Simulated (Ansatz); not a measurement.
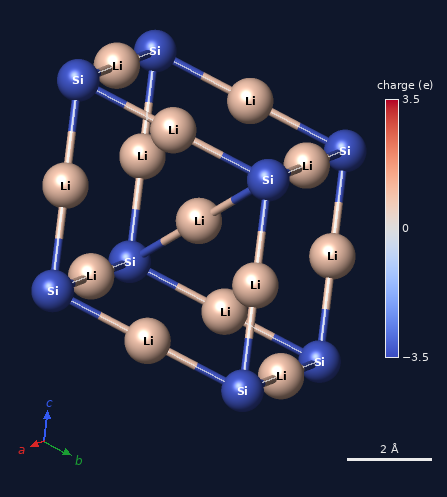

This ball-and-stick model is shown slightly off an axis. The parallelepiped is the simulation cell. The atoms of this Li4Si cell are coloured by their Bader charge.

Theory: DFT PBE, scalar-relativistic, plane waves, PAW in Ansatz 0.2.0. Numerical settings: plane-wave cutoff 420 eV, an 8×8×8 grid in reciprocal space, Gaussian smearing of 0.02 eV, no spin polarisation.

Which atoms are positive and which negative?

Answer. Most positive: Li; most negative: Si. Charges: about Li +0.8 e; Si -3.3 e. The transfer is large, as in an ionic solid.

The initial geometry was a random cell made by a generator, so it need not be a real form of the compound. Earlier steps of the study may have refined or changed the cell and positions. A calculation with Ansatz used it as input.
